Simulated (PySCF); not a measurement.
# C₇H₁₄FN₂+: excited states, first hyperpolarisability

What do calculations give for the excited states, first hyperpolarisability of C₇H₁₄FN₂+ (`CN(C)/C=C(\F)C=[N+](C)C`)?

Computed with PySCF 2.14.0 and routines of our own; the level stands in each step. Atoms count from 0.

## 1. The system as given

24 atoms, charge 1, multiplicity 1; geometry from: GFN2-xTB.

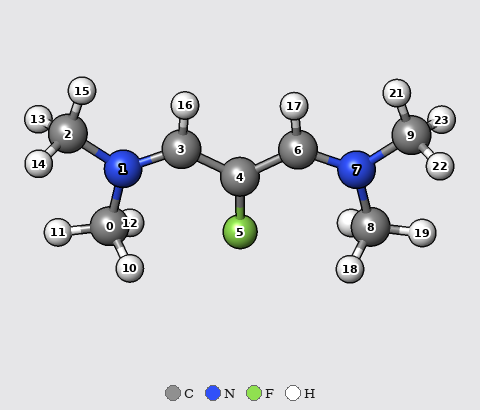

The starting geometry (carbon grey, nitrogen blue, fluorine green, hydrogen white).

## 2. Relaxing the molecule at PBE0-D3(BJ)/def2-SVP

Job settings and geometry (Å):

```
{"job": {"xc": "PBE0", "basis": "def2-SVP", "d3": "d3bj", "grid": 2, "kind": "geom"}, "charge": 1, "multiplicity": 1}
C     -2.895392    -0.566832     0.603347
N     -2.376794     0.480893    -0.248194
C     -3.362890     1.340159    -0.852575
C     -1.095190     0.662853    -0.468748
C     -0.012164    -0.056344     0.026397
F     -0.239503    -1.110296     0.855344
C      1.297459     0.277527    -0.303213
N      2.415911    -0.294934     0.078931
C      2.461944    -1.444319     0.955936
C      3.692510     0.204766    -0.364594
H     -2.510949    -0.467685     1.618868
H     -3.979410    -0.504005     0.632480
H     -2.610989    -1.549594     0.226026
H     -4.052880     0.746852    -1.455474
H     -3.937813     1.849255    -0.076389
H     -2.895128     2.087402    -1.489151
H     -0.839289     1.484331    -1.123893
H      1.401668     1.127659    -0.963900
H      2.006332    -1.216340     1.920013
H      3.496581    -1.732516     1.118275
H      1.927903    -2.288143     0.518130
H      3.571108     1.068002    -1.014650
H      4.297250     0.495316     0.496632
H      4.227990    -0.574242    -0.910631
```

Run with:

```sh
$ OMP_NUM_THREADS=1 python excited_run.py task.json out
```

One launch serves the whole session: the jobs run in the order shown.

What it wrote:

```text
step   0  E = -483.38422909  max force = 0.014773
step   1  E = -483.38611809  max force = 0.002972
step   2  E = -483.38570837  max force = 0.003058
step   3  E = -483.38607546  max force = 0.001453
step   4  E = -483.38615931  max force = 0.000434
step   5  E = -483.38614937  max force = 0.000832
step   6  E = -483.38616175  max force = 0.000323
optimisation converged
```

Wall time 3 min (1 thread of Arm Neoverse V2, shared host); peak memory 1.1 GiB.

The steps of the relaxation: (the energy doesn't fall at every step)

```tsv
step	energy from step 0 (eV)	largest force component (eV/Å)
0	0.0000	0.7597
1	-0.0514	0.1528
2	-0.0403	0.1572
3	-0.0502	0.0747
4	-0.0525	0.0223
5	-0.0523	0.0428
6	-0.0526	0.0166
```

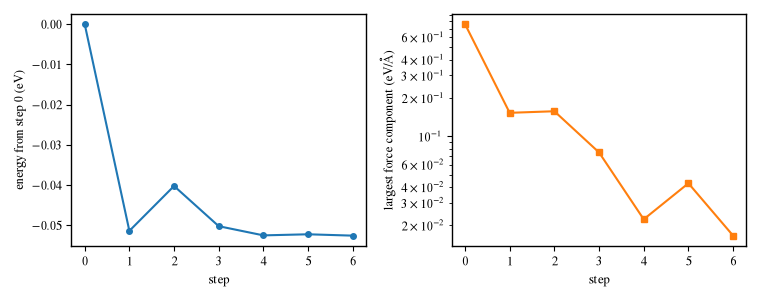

Energy and largest force along the relaxation.

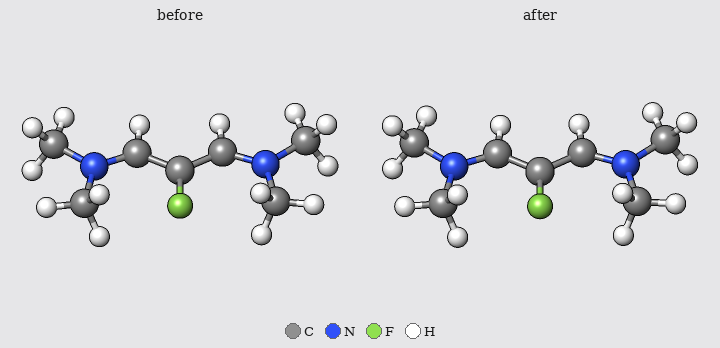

Before and after, at one scale.

Close pairs (by a distance rule), those that changed most:

```tsv
bond	before (Å)	after (Å)	change (Å)
C4–F5	1.360	1.340	-0.020
C0–N1	1.446	1.460	+0.014
N7–C8	1.446	1.460	+0.014
N7–C9	1.441	1.454	+0.013
N1–C2	1.441	1.454	+0.013
C3–H16	1.081	1.093	+0.012
C6–H17	1.082	1.093	+0.011
C2–H15	1.087	1.097	+0.009
```

The final coordinates are the input of the step that follows.

```tsv
at the end point	value
point group (found at 0.08 Å tolerance)	C2v
rotational constants (GHz, main isotopes)	3.269, 0.600, 0.514
```

## 3. Excited states: TDA CAM-B3LYP/def2-SVPD

Job settings and geometry (Å):

```
{"job": {"kind": "states", "xc": "CAM-B3LYP", "basis": "def2-SVPD", "tda": true, "soc": true, "nstates": 6, "ntriplets": 5, "nquad": 4}, "charge": 1, "multiplicity": 1}
C     -3.184019    -0.854185     0.669642
N     -2.630350     0.194810    -0.182123
C     -3.589105     1.085728    -0.815697
C     -1.338493     0.356197    -0.383542
C     -0.270219    -0.380685     0.126528
F     -0.496950    -1.415837     0.946442
C      1.034447    -0.030521    -0.220091
N      2.171288    -0.587434     0.144369
C      2.250015    -1.746025     1.029809
C      3.436170    -0.053944    -0.335224
H     -2.816741    -0.755076     1.699686
H     -4.275236    -0.759095     0.671458
H     -2.914441    -1.848503     0.289196
H     -4.279675     0.507744    -1.448466
H     -4.175481     1.616092    -0.049798
H     -3.069971     1.823237    -1.439434
H     -1.067419     1.183945    -1.043943
H      1.128674     0.828305    -0.889655
H      1.810103    -1.519225     2.010065
H      3.305117    -2.006616     1.166295
H      1.724863    -2.606360     0.594000
H      3.262808     0.809909    -0.988068
H      4.059019     0.262191     0.515455
H      3.980743    -0.824892    -0.901438
```

Level: TDA CAM-B3LYP/def2-SVPD excited states, vertical, gas phase, spin-orbit mean-field couplings.

What it wrote:

```text
coarse grid: 19496 points
cycle   1  E = -483.5679137800  dE =  1.725e+00  |g| = 4.969e-01  |ddm| = 9.763e+00
cycle   2  E = -483.5733554519  dE = -5.442e-03  |g| = 5.522e-01  |ddm| = 1.882e+00
cycle   3  E = -483.6244784491  dE = -5.112e-02  |g| = 7.033e-02  |ddm| = 8.752e-01
cycle   4  E = -483.6252037263  dE = -7.253e-04  |g| = 2.868e-02  |ddm| = 1.416e-01
cycle   5  E = -483.6253684444  dE = -1.647e-04  |g| = 9.424e-03  |ddm| = 5.934e-02
cycle   6  E = -483.6253851938  dE = -1.675e-05  |g| = 2.974e-03  |ddm| = 1.561e-02
cycle   7  E = -483.6253874180  dE = -2.224e-06  |g| = 6.657e-04  |ddm| = 9.677e-03
final grid: 187256 points
cycle   8  E = -483.7070754270  dE = -5.611e-05  |g| = 4.823e-03  |ddm| = 1.272e-01
cycle   9  E = -483.7070758318  dE = -4.049e-07  |g| = 4.961e-03  |ddm| = 1.899e-02
cycle  10  E = -483.7070810404  dE = -5.209e-06  |g| = 7.841e-04  |ddm| = 7.411e-03
cycle  11  E = -483.7070811598  dE = -1.195e-07  |g| = 2.537e-04  |ddm| = 1.593e-03
cycle  12  E = -483.7070811722  dE = -1.240e-08  |g| = 9.711e-05  |ddm| = 5.393e-04
cycle  13  E = -483.7070811738  dE = -1.615e-09  |g| = 1.813e-05  |ddm| = 1.330e-04
cycle  14  E = -483.7070811739  dE = -7.799e-11  |g| = 7.288e-06  |ddm| = 5.148e-05
converged SCF energy = -483.7070811739

Singlet excitations
state   eV       nm        f     d(h-e)  d(exc)  Lambda  PR(NTO)  |dmu|/D   mu/D   main configurations
  1   4.8254   256.9   1.31004   0.414   3.159   0.688   1.102    0.578    1.954   H->L 0.95
  2   5.7560   215.4   0.02003   0.736   3.576   0.370   1.019    2.633    0.102   H->L+1 0.93
  3   7.0178   176.7   0.01855   0.476   3.789   0.307   1.029    1.503    1.031   H->L+3 0.88
  4   7.0938   174.8   0.00000   0.523   4.368   0.273   1.091    1.907    0.626   H->L+2 0.90
  5   7.3411   168.9   0.02670   0.563   3.604   0.678   1.362                     H->L+4 0.84, H-1->L 0.13
  6   7.5611   164.0   0.03152   0.439   3.304   0.776   1.410                     H-1->L 0.82, H->L+4 0.12

Triplet excitations (Tamm-Dancoff)
state   eV     d(h-e)  d(exc)  Lambda  PR(NTO)   main configurations
  1   2.4999   0.388   3.073   0.698   1.016   H->L 0.98
  2   5.1307   0.290   2.673   0.741   1.932   H-1->L 0.58, H->L+4 0.36
  3   5.5668   0.542   3.441   0.371   1.021   H->L+1 0.88
  4   5.7715   0.339   3.188   0.704   1.838   H->L+4 0.54, H-1->L 0.33
  5   6.2692   0.280   2.687   0.732   1.230   H-2->L 0.85
S1 - T1 = 2.3255 eV

Spin-orbit couplings |<S|Hso|T>| (cm-1)
             T1       T2       T3       T4       T5
S0        0.111    0.129   10.961    0.163    0.033
S1        0.005    0.013    0.818    0.011    0.027
S2        0.604    2.886    0.042    3.804    0.184
S3        1.794    2.265    0.053    2.771    0.635
S4        1.723    0.686    2.222    0.918    0.159
S5        0.025    0.008    2.774    0.088    0.028
S6        0.305    0.056    0.593    0.003    0.449
T1 sublevels (cm-1): 0.000 0.000 0.000   radiative rates (1/s): 0.0105 7.2e-05 0.000188
```

Run time: 2.3 min. Hardware: 1 thread of Arm Neoverse V2, shared host; peak memory 1.5 GiB.

Key values:

```tsv
quantity	value
S1 less T1	2.33 eV
```

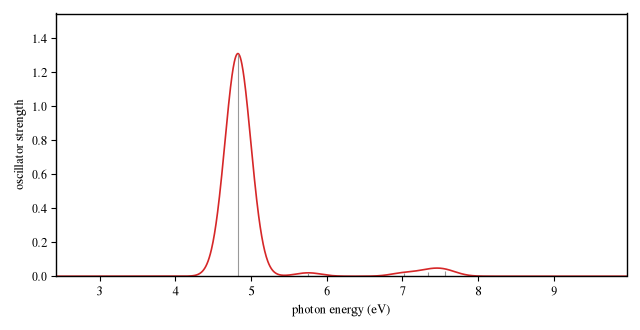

Absorption lines of the singlets. Lines are broadened to a width of 0.40 eV (Gaussian).

## 4. Excited states: TDDFT CAM-B3LYP/def2-SVPD

Settings changed since step 3:

```diff
@@ -1,2 +1,2 @@
-{"job": {"kind": "states", "xc": "CAM-B3LYP", "basis": "def2-SVPD", "tda": true, "soc": true, "nstates": 6, "ntriplets": 5, "nquad": 4}, "charge": 1, "multiplicity": 1}
+{"job": {"kind": "states", "xc": "CAM-B3LYP", "basis": "def2-SVPD", "tpa": true, "nstates": 8, "nquad": 6, "ntriplets": 0}, "charge": 1, "multiplicity": 1}
 C     -3.184019    -0.854185     0.669642
```

Method: TDDFT CAM-B3LYP/def2-SVPD excited states, vertical, gas phase, two-photon moments by quadratic response.

What it wrote:

```text
coarse grid: 19496 points
cycle   1  E = -483.5679137800  dE =  1.725e+00  |g| = 4.969e-01  |ddm| = 9.763e+00
cycle   2  E = -483.5733554519  dE = -5.442e-03  |g| = 5.522e-01  |ddm| = 1.882e+00
cycle   3  E = -483.6244784491  dE = -5.112e-02  |g| = 7.033e-02  |ddm| = 8.752e-01
cycle   4  E = -483.6252037263  dE = -7.253e-04  |g| = 2.868e-02  |ddm| = 1.416e-01
cycle   5  E = -483.6253684444  dE = -1.647e-04  |g| = 9.424e-03  |ddm| = 5.934e-02
cycle   6  E = -483.6253851938  dE = -1.675e-05  |g| = 2.974e-03  |ddm| = 1.561e-02
cycle   7  E = -483.6253874180  dE = -2.224e-06  |g| = 6.657e-04  |ddm| = 9.677e-03
final grid: 187256 points
cycle   8  E = -483.7070754270  dE = -5.611e-05  |g| = 4.823e-03  |ddm| = 1.272e-01
cycle   9  E = -483.7070758318  dE = -4.049e-07  |g| = 4.961e-03  |ddm| = 1.899e-02
cycle  10  E = -483.7070810404  dE = -5.209e-06  |g| = 7.841e-04  |ddm| = 7.411e-03
cycle  11  E = -483.7070811598  dE = -1.195e-07  |g| = 2.537e-04  |ddm| = 1.593e-03
cycle  12  E = -483.7070811722  dE = -1.240e-08  |g| = 9.711e-05  |ddm| = 5.393e-04
cycle  13  E = -483.7070811738  dE = -1.615e-09  |g| = 1.813e-05  |ddm| = 1.330e-04
cycle  14  E = -483.7070811739  dE = -7.799e-11  |g| = 7.288e-06  |ddm| = 5.148e-05
converged SCF energy = -483.7070811739

Singlet excitations
state   eV       nm        f     d(h-e)  d(exc)  Lambda  PR(NTO)  |dmu|/D   mu/D   delta(TPA)   sigma/GM   main configurations
  1   4.4306   279.8   0.91584   0.407   3.112   0.683   1.154    0.712    1.819       43.02      0.309   H->L 0.98
  2   5.7438   215.9   0.01653   0.732   3.576   0.370   1.020    2.591    0.059        0.63      0.008   H->L+1 0.92
  3   7.0123   176.8   0.01596   0.489   3.786   0.308   1.029    1.539    0.994       14.21      0.256   H->L+3 0.88
  4   7.0920   174.8   0.00000   0.524   4.369   0.273   1.090    1.906    0.626      512.15      9.437   H->L+2 0.90
  5   7.1387   173.7   0.00275   0.589   3.098   0.654   1.146    1.619    0.914       16.21      0.303   H->L+4 0.95
  6   7.2649   170.7   0.04038   0.377   3.734   0.791   1.182    0.981    1.551     1287.16     24.888   H-1->L 0.95
  7   7.7140   160.7   0.00039   0.780   3.154   0.377   1.153                                            H-3->L 0.72, H-5->L 0.16
  8   7.7232   160.5   0.01045   0.572   4.216   0.376   1.188                                            H->L+5 0.64, H->L+11 0.15
```

It took 3.1 min on 1 thread of Arm Neoverse V2, shared host; peak memory 1.5 GiB.

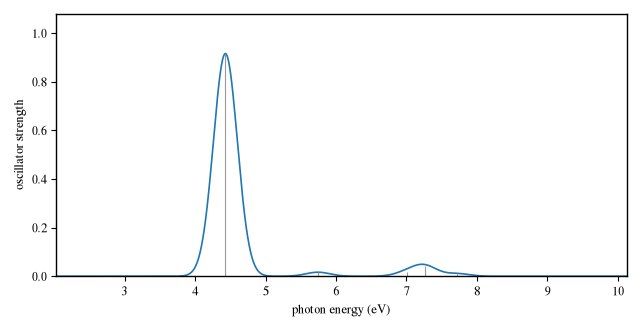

Absorption lines of the singlets. Lines are broadened to a width of 0.40 eV (Gaussian).

## 5. First hyperpolarisability: quadratic response CAM-B3LYP/def2-SVPD

Settings changed since step 4:

```diff
@@ -1,2 +1,2 @@
-{"job": {"kind": "states", "xc": "CAM-B3LYP", "basis": "def2-SVPD", "tpa": true, "nstates": 8, "nquad": 6, "ntriplets": 0}, "charge": 1, "multiplicity": 1}
+{"job": {"kind": "beta", "xc": "CAM-B3LYP", "basis": "def2-SVPD"}, "charge": 1, "multiplicity": 1}
 C     -3.184019    -0.854185     0.669642
```

Method: quadratic response CAM-B3LYP/def2-SVPD first hyperpolarisability, Taylor convention, gas phase.

What it wrote:

```text
coarse grid: 19496 points
cycle   1  E = -483.5679137800  dE =  1.725e+00  |g| = 4.969e-01  |ddm| = 9.763e+00
cycle   2  E = -483.5733554519  dE = -5.442e-03  |g| = 5.522e-01  |ddm| = 1.882e+00
cycle   3  E = -483.6244784491  dE = -5.112e-02  |g| = 7.033e-02  |ddm| = 8.752e-01
cycle   4  E = -483.6252037263  dE = -7.253e-04  |g| = 2.868e-02  |ddm| = 1.416e-01
cycle   5  E = -483.6253684444  dE = -1.647e-04  |g| = 9.424e-03  |ddm| = 5.934e-02
cycle   6  E = -483.6253851938  dE = -1.675e-05  |g| = 2.974e-03  |ddm| = 1.561e-02
cycle   7  E = -483.6253874180  dE = -2.224e-06  |g| = 6.657e-04  |ddm| = 9.677e-03
final grid: 187256 points
cycle   8  E = -483.7070754270  dE = -5.611e-05  |g| = 4.823e-03  |ddm| = 1.272e-01
cycle   9  E = -483.7070758318  dE = -4.049e-07  |g| = 4.961e-03  |ddm| = 1.899e-02
cycle  10  E = -483.7070810404  dE = -5.209e-06  |g| = 7.841e-04  |ddm| = 7.411e-03
cycle  11  E = -483.7070811598  dE = -1.195e-07  |g| = 2.537e-04  |ddm| = 1.593e-03
cycle  12  E = -483.7070811722  dE = -1.240e-08  |g| = 9.711e-05  |ddm| = 5.393e-04
cycle  13  E = -483.7070811738  dE = -1.615e-09  |g| = 1.813e-05  |ddm| = 1.330e-04
cycle  14  E = -483.7070811739  dE = -7.799e-11  |g| = 7.288e-06  |ddm| = 5.148e-05
converged SCF energy = -483.7070811739

Lowest singlets (eV, f): 4.4306 0.9158  5.7438 0.0165  7.0123 0.0160

First hyperpolarisability (au)
process     nm      |vector|   parallel      HRS      DR
static         -      398.10    -238.86     209.35   2.916
shg       1907.0      431.51     -258.9     227.66   2.976
eope      1907.0      408.64    -245.18          -       -
shg       1064.0      530.89    -318.53     282.99   3.073
eope      1064.0      434.07    -260.44          -       -
```

Run time: 2.2 min. Hardware: 1 thread of Arm Neoverse V2, shared host; peak memory 1.5 GiB.

## 6. Outcome

| quantity | value |
| --- | --- |
| point group | C2v |
| rotational constants (main isotopes) | 3.27, 0.60, 0.51 GHz |
| S1 less T1 (step 3, TDA CAM-B3LYP/def2-SVPD) | 2.33 eV |
| β vector (step 5, quadratic response CAM-B3LYP/def2-SVPD) | static 398, SHG 1907.0 nm 432, SHG 1064.0 nm 531 au |

In words: Relaxing lowered the energy by 0.053 eV in 6 steps; the close pair that moved most is C4–F5, from 1.360 to 1.340 Å. In step 3, the number of triplets below S1 is 1, and the largest singlet-triplet spin-orbit coupling is S0–T3, 10.96 cm⁻¹. β grows from 398 au (static) to 531 au for doubling at 1064.0 nm: normal dispersion, which grows as twice the photon energy moves toward the bright states.
